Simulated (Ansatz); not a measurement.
```xyz
6

Mo    0.0001   -0.0003    0.0846
O     0.0011   -0.0059    1.7480
Cl    2.2453    0.0142   -0.4582
Cl   -0.0128    2.2464   -0.4519
Cl   -2.2459   -0.0110   -0.4554
Cl    0.0123   -2.2433   -0.4671
```

Geometry: PBE-D4/def2-SVP; core potentials replace the inner electrons of Mo; not at a stationary point (largest force 1.8 eV/Å).

Level of theory: RKS PBE0-D4/def2-TZVP (Ansatz 0.2.0).

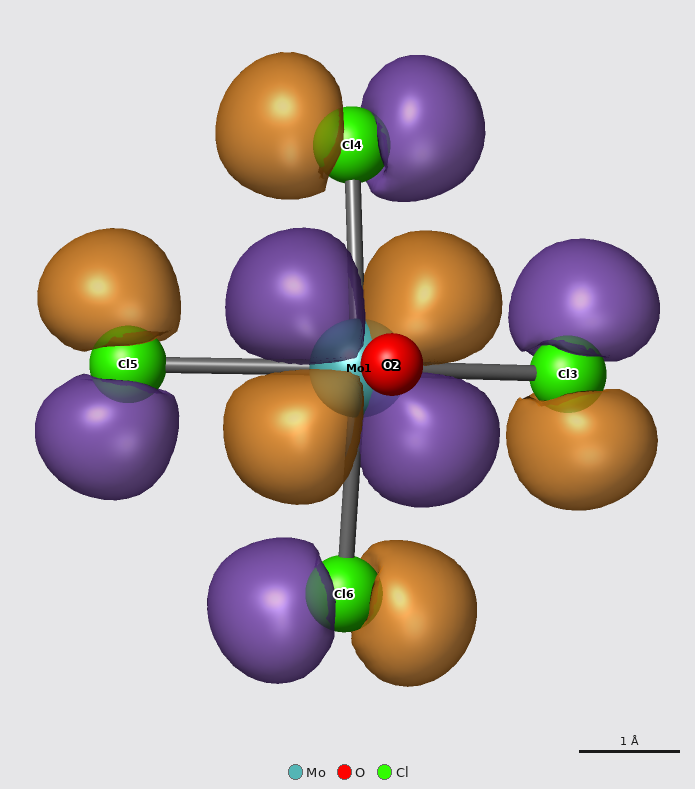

Cl$_{4}$MoO. The LUMO at ±0.08 Å⁻³ᐟ² (orange and purple are the two phases), seen at a tilt.

Question: Describe this orbital and give its energy.

Answer: By Hirshfeld shares it lies mainly on Mo1 (about 60 %), Cl3 (about 10 %), Cl4 (about 10 %), Cl5 (about 10 %) and Cl6 (about 10 %). Its energy is −5.78 eV.
